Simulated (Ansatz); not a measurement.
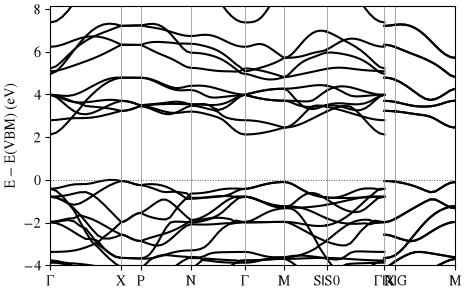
*Band structure from PBE (plane waves, PAW; program Ansatz)*

Task: Read off the gap and where the band edges lie.

Result: About 2.1 eV (2.12 eV by a search for the band edges); maximum on the Γ–X line, 86 % of the way from Γ, minimum at Γ.

The material is TiO2 (anatase, I4_1/amd).

Symmetry was held in the PBE relaxation. The run is not spin-polarised.

Potentials: the later of the program's two PAW sets.
